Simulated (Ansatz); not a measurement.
## Electronic structure of C3H9Cl3OSi2 in real space

```yaml
atoms:
  - { symbol: Si, position_ang: [-0.8697, -0.1400, -1.9418] }
  - { symbol: Cl, position_ang: [1.0069, 0.3756, -1.1986] }
  - { symbol: Cl, position_ang: [-1.4828, -1.7923, -0.8348] }
  - { symbol: Cl, position_ang: [-0.5629, -0.7507, -3.9090] }
  - { symbol: Si, position_ang: [-2.2984, 1.7271, -1.7626] }
  - { symbol: H, position_ang: [-3.3290, 1.4769, -0.7207] }
  - { symbol: H, position_ang: [-2.8993, 2.0550, -3.0807] }
  - { symbol: H, position_ang: [-1.4310, 2.8618, -1.3260] }
  - { symbol: O, position_ang: [-3.9357, -0.5704, -2.7553] }
  - { symbol: C, position_ang: [-4.5901, -1.5393, -3.0863] }
  - { symbol: C, position_ang: [-6.1018, -1.5351, -2.9958] }
  - { symbol: C, position_ang: [-3.9345, -2.8095, -3.5852] }
  - { symbol: H, position_ang: [-6.4495, -0.6297, -2.4817] }
  - { symbol: H, position_ang: [-6.5311, -1.5668, -4.0120] }
  - { symbol: H, position_ang: [-6.4636, -2.4345, -2.4706] }
  - { symbol: H, position_ang: [-2.9368, -2.5896, -3.9862] }
  - { symbol: H, position_ang: [-4.5521, -3.3265, -4.3353] }
  - { symbol: H, position_ang: [-3.8127, -3.4936, -2.7271] }
```

At this geometry the atoms fall into two loosely joined parts.

Theory: Ansatz, DFT B3LYP, Gaussian basis def2-SVP.

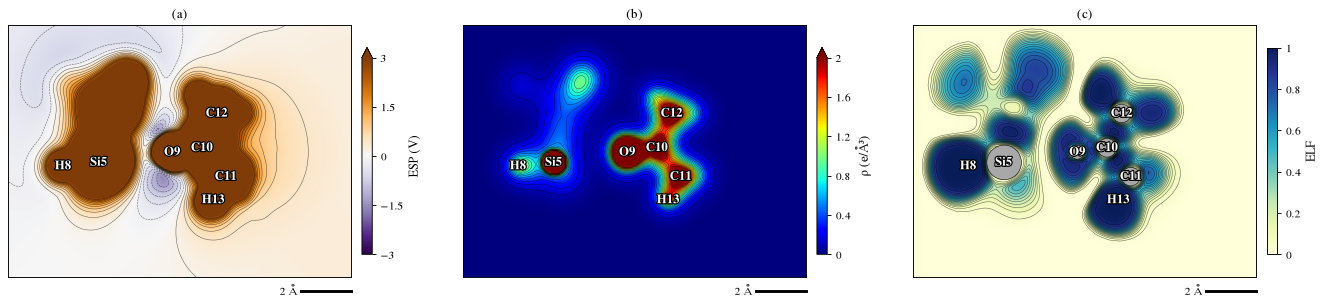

Figure 1. (a) molecular electrostatic potential; (b) electron density; (c) ELF on the plane of atoms O9, C10 and C11. Grey discs cover the atomic cores in the ELF map.

What do the fields say about this system?

Answer.
- The plane passes through Si, H, O and C nuclei.
- C–O (1.22 Å): ρ is about 3.3 e/Å³ halfway; the ELF peaks at about 0.85 between the atoms (a multiple bond).
- C–C (1.51 Å): ρ at the midpoint is about 1.7 e/Å³; the ELF peaks at about 0.95 between the atoms: localised, covalent bonding.
- C–H (1.10 Å): the density is about 1.9 e/Å³ at the midpoint; the ELF climbs to about 1 towards the hydrogen, as it does in any bond to H: an ordinary covalent bond to hydrogen.
- Si–H (1.49 Å): ρ at the midpoint is about 0.75 e/Å³; the ELF climbs to about 1 towards the hydrogen.
- The ELF also peaks beside O9, away from the bonds: lone-pair regions.
- Outside the dense part of the molecule the potential is most negative (−1.5 V) near O9.

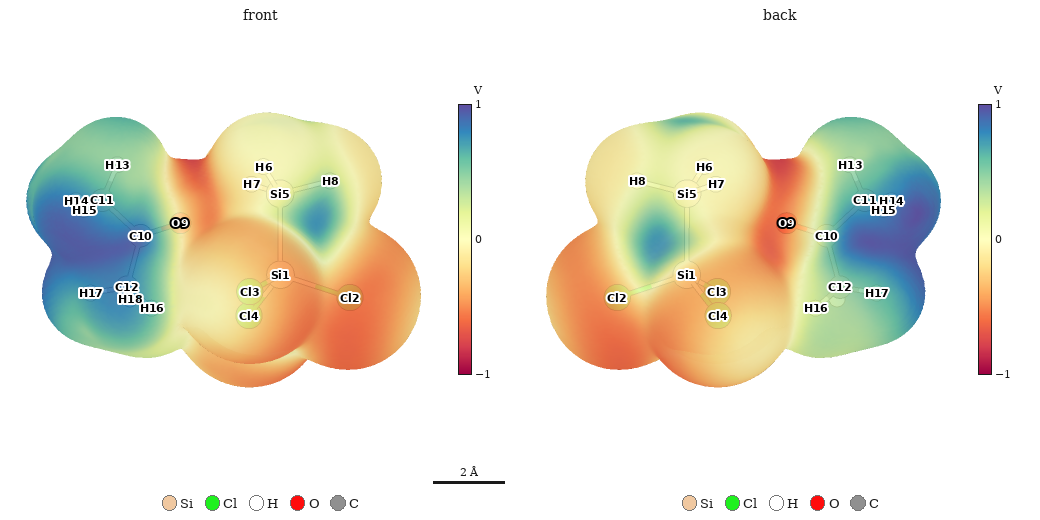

Figure 2. The molecular electrostatic potential painted on the density surface at 0.001 e/bohr³, seen from the front and from behind; the colour scale runs from red (negative) to blue (positive).

Describe the electrostatic potential map.

Answer. The most negative region (about −0.7 V, or −16 kcal/mol for a unit charge) lies over O9, the most positive (about +1.0 V, or +23 kcal/mol for a unit charge) over the C and H atoms.

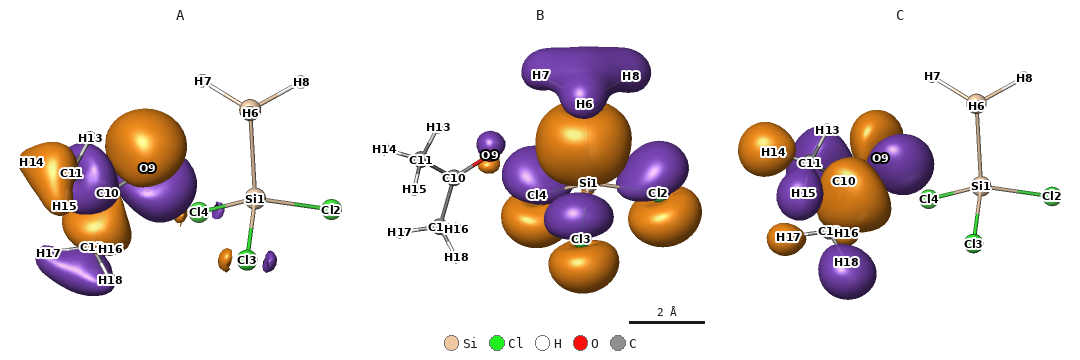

Figure 3. Three frontier orbitals at ±0.08 Å⁻³ᐟ² (orange and purple are the two phases), in no order.

Order the three orbitals by energy and name them.

Answer. B is the HOMO−1 (−7.93 eV). By Hirshfeld shares it lies mainly on Si5 (about 25 %), Si1 (about 20 %), Cl2 (about 20 %), Cl4 (about 15 %) and Cl3 (about 15 %). A is the HOMO (−7.30 eV). It lies mainly on O9 (about 60 %), C10 (about 10 %), C11 (about 10 %) and C12 (about 10 %). C is the LUMO (−0.92 eV). It lies mainly on C10 (about 40 %) and O9 (about 30 %); π-antibonding (π*) across C10–O9.

What is the HOMO–LUMO gap?

Answer. 6.38 eV between the orbital energies.

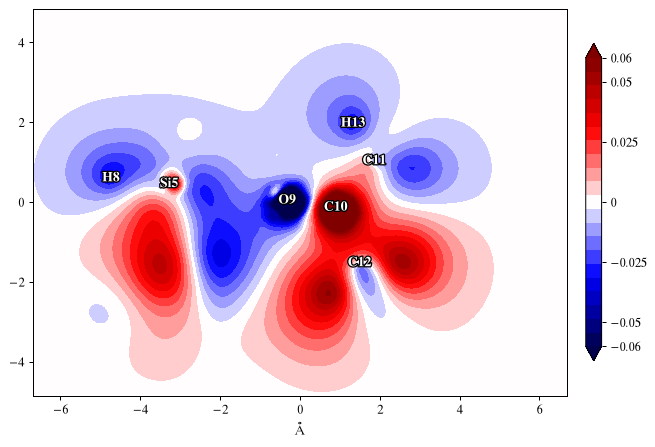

Figure 4. One frontier orbital on the plane of atoms O9, C10 and C12 (values in Å⁻³ᐟ²; the overall sign is arbitrary).

Which orbital is it: HOMO or LUMO?

Answer. The LUMO, at −0.92 eV. Its weight (Hirshfeld) is mainly on C10 (about 40 %) and O9 (about 30 %); π-antibonding (π*) across C10–O9.
